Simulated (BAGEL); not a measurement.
# NO2F (nitryl fluoride): HF/6-31G(d) (density fitting with cc-pvqz-jkfit, spherical functions)

What is the vertical ionisation energy of NO2F (nitryl fluoride) at HF/6-31G* (density fitting with cc-pvqz-jkfit, spherical functions)? 

The results are computed with BAGEL 1.2.2.

### 1 Starting point

NO2F has 4 atoms, charge 0, and is taken as a singlet. SMILES: `O=[N+]([O-])F`. The shape is that of a PBE0-D4/def2-TZVP optimisation.

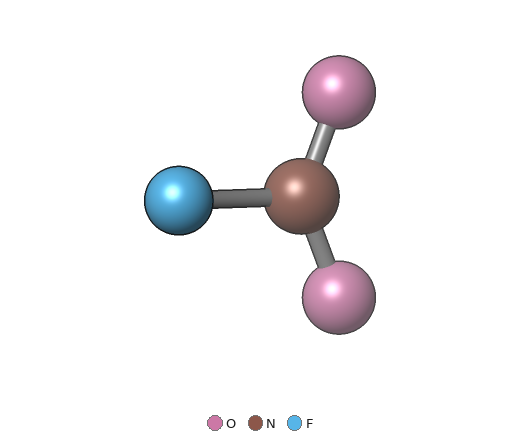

The structure, seen from a chosen angle (oxygen pink, nitrogen brown, fluorine blue).

### 2 The energy at HF/6-31G(d) (density fitting with cc-pvqz-jkfit, spherical functions)

File input.json:

```json
{ "bagel": [

{
  "title": "molecule",
  "basis": "6-31gs.json",
  "df_basis": "cc-pvqz-jkfit",
  "angstrom": true,
  "geometry": [
    { "atom": "O", "xyz": [       0.188290,       0.469930,       1.120250 ] },
    { "atom": "N", "xyz": [       0.079720,      -0.071800,       0.089140 ] },
    { "atom": "O", "xyz": [       0.476580,      -1.068680,      -0.376880 ] },
    { "atom": "F", "xyz": [      -0.744590,       0.670550,      -0.832510 ] }
  ]
},

{
  "title": "hf"
},

{
  "title": "print",
  "file": "orbitals.molden",
  "orbitals": true
}

]}
```

The basis set 6-31G* is read from a file made from the Basis Set Exchange's data (not shown).

On the command line:

```sh
$ BAGEL_NUM_THREADS=1 BAGEL input.json > input.out
```

The log of the run:

```text
* using 1 threads per process

  ===============================================================
  ===============================================================

  *** Geometry ***

  { "atom" : "O", "xyz" : [      0.355817,      0.888039,      2.116966 ] },
  { "atom" : "N", "xyz" : [      0.150649,     -0.135682,      0.168450 ] },
  { "atom" : "O", "xyz" : [      0.900606,     -2.019513,     -0.712200 ] },
  { "atom" : "F", "xyz" : [     -1.407071,      1.267156,     -1.573216 ] },

  Number of auxiliary basis functions:      424

  Since a DF basis is specified, we compute 2- and 3-index integrals:
    o Being stored without compression. Storage requirement is 0.011 GB

  Number of basis functions:       56
  Number of electrons      :       32

    * METHOD: MOLECULE                             0.14

  *** RHF ***

  === Nuclear Repulsion ===
   124.4765062625

      * DIIS with orbital gradients will be used.

  === RHF iteration (6-31gs.json) ===
      0       -303.17466986          0.03672149           0.02
      1       -303.26417067          0.03030942           0.02
      2       -303.40356679          0.00202768           0.02
      3       -303.40542467          0.00076145           0.02
      4       -303.40572017          0.00035156           0.02
      5       -303.40579538          0.00015106           0.02
      6       -303.40581020          0.00005361           0.02
      7       -303.40581190          0.00001488           0.03
      8       -303.40581195          0.00000839           0.03
      9       -303.40581197          0.00000231           0.03
     10       -303.40581197          0.00000070           0.03
     11       -303.40581197          0.00000027           0.03
     12       -303.40581197          0.00000010           0.03
     13       -303.40581197          0.00000003           0.03
     14       -303.40581197          0.00000001           0.03
     15       -303.40581197          0.00000000           0.03
    * SCF iteration converged.

    * Permanent dipole moment:
           (    0.004953,    -0.004447,     0.005531) a.u.

    * METHOD: HF                                   0.47

    * METHOD: PRINT                                0.01

  ===============================================================
```

It took 0.74 s on 1 thread of Arm Neoverse V1, shared host.

### 3 The doublet cation at the same level

Edit input.json of step 2 so:

```diff
@@ -16,3 +16,5 @@
 {
-  "title": "hf"
+  "title": "uhf",
+  "charge": 1,
+  "nopen": 1
 },
```

The basis set 6-31G* is read from a file made from the Basis Set Exchange's data (not shown).

On the command line:

```sh
$ BAGEL_NUM_THREADS=1 BAGEL input.json > input.out
```

The log of the run:

```text
* using 1 threads per process

  ===============================================================
  ===============================================================

  *** Geometry ***

  { "atom" : "O", "xyz" : [      0.355817,      0.888039,      2.116966 ] },
  { "atom" : "N", "xyz" : [      0.150649,     -0.135682,      0.168450 ] },
  { "atom" : "O", "xyz" : [      0.900606,     -2.019513,     -0.712200 ] },
  { "atom" : "F", "xyz" : [     -1.407071,      1.267156,     -1.573216 ] },

  Number of auxiliary basis functions:      424

  Since a DF basis is specified, we compute 2- and 3-index integrals:
    o Being stored without compression. Storage requirement is 0.011 GB

  Number of basis functions:       56
  Number of electrons      :       32

    * METHOD: MOLECULE                             0.14

  *** Open-shell HF ***

  === Nuclear Repulsion ===
   124.4765062625

      * DIIS with orbital gradients will be used.

  === UHF iteration (6-31gs.json) ===
      0       -302.66569857          0.07326930           0.05
      1       -302.74969434          0.06085060           0.05
      2       -302.81034829          0.04924343           0.05
      3       -302.91115584          0.00281312           0.05
      4       -302.91505809          0.00145452           0.05
      5       -302.91687527          0.00070975           0.05
      6       -302.91793089          0.00047461           0.05
      7       -302.91826920          0.00030870           0.05
      8       -302.91876689          0.00028920           0.05
      9       -302.91929105          0.00023068           0.05
     10       -302.91964144          0.00017227           0.05
     11       -302.91970610          0.00010773           0.05
     12       -302.91971653          0.00004149           0.05
     13       -302.91971742          0.00002152           0.05
     14       -302.91971803          0.00001004           0.05
     15       -302.91971822          0.00000481           0.05
     16       -302.91971826          0.00000393           0.05
     17       -302.91971830          0.00000295           0.05
     18       -302.91971831          0.00000299           0.05
     19       -302.91971831          0.00000312           0.05
     20       -302.91971831          0.00000294           0.05
     21       -302.91971830          0.00000275           0.05
     22       -302.91971829          0.00000231           0.05
     23       -302.91971829          0.00000211           0.05
     24       -302.91971830          0.00000124           0.05
     25       -302.91971830          0.00000069           0.05
     26       -302.91971831          0.00000045           0.05
     27       -302.91971831          0.00000027           0.05
     28       -302.91971831          0.00000024           0.05
     29       -302.91971831          0.00000023           0.05
     30       -302.91971831          0.00000024           0.05
     31       -302.91971831          0.00000021           0.05
     32       -302.91971831          0.00000017           0.05
     33       -302.91971831          0.00000014           0.05
     34       -302.91971831          0.00000014           0.05
     35       -302.91971831          0.00000013           0.05
     36       -302.91971831          0.00000012           0.05
     37       -302.91971831          0.00000010           0.05
     38       -302.91971831          0.00000008           0.05
     39       -302.91971831          0.00000008           0.05
     40       -302.91971831          0.00000008           0.05
     41       -302.91971831          0.00000008           0.05
     42       -302.91971831          0.00000008           0.04
     43       -302.91971831          0.00000008           0.05
     44       -302.91971831          0.00000008           0.05
     45       -302.91971831          0.00000008           0.04
     46       -302.91971831          0.00000006           0.04
     47       -302.91971831          0.00000005           0.04
     48       -302.91971831          0.00000004           0.05
     49       -302.91971831          0.00000004           0.05
     50       -302.91971831          0.00000003           0.05
     51       -302.91971831          0.00000004           0.05
     52       -302.91971831          0.00000003           0.05
     53       -302.91971831          0.00000003           0.05
     54       -302.91971831          0.00000003           0.05
     55       -302.91971831          0.00000003           0.05
     56       -302.91971831          0.00000003           0.05
     57       -302.91971831          0.00000003           0.05
     58       -302.91971831          0.00000002           0.05
     59       -302.91971831          0.00000002           0.05
     60       -302.91971831          0.00000001           0.05
     61       -302.91971831          0.00000001           0.05
     62       -302.91971831          0.00000001           0.05
    * SCF iteration converged.

    * S^2 (UHF) is 0.9760

    * Permanent dipole moment:
           (   -0.360864,     0.324994,    -0.403473) a.u.

    * METHOD: UHF                                  3.15

    * METHOD: PRINT                                0.01

  ===============================================================
```

It took 3.6 s on 1 thread of Arm Neoverse V1, shared host.

### 4 Summary of results

Level: HF/6-31G* (density fitting with cc-pvqz-jkfit, spherical functions).

| quantity | value |
| --- | --- |
| singlet NO2F: total energy | -303.40581 Eh |
| singlet NO2F: dipole moment | 0.02 D |
| singlet NO2F: HOMO energy | -14.54 eV |
| singlet NO2F: LUMO energy | 2.10 eV |
| singlet NO2F: HOMO–LUMO gap | 16.64 eV |
| doublet cation: total energy | -302.91972 Eh |
| doublet cation: ⟨S²⟩ | 0.976 |
| vertical ionisation energy (to the doublet cation) | 13.227 eV |

The vertical ionisation energy comes to 13.23 eV (305 kcal/mol). −ε(HOMO) before ionisation, 14.54 eV, is 1.31 eV above this ionisation energy. ⟨S²⟩ (doublet cation) is 0.98 where a pure doublet has 0.75: the reference is spin-contaminated.
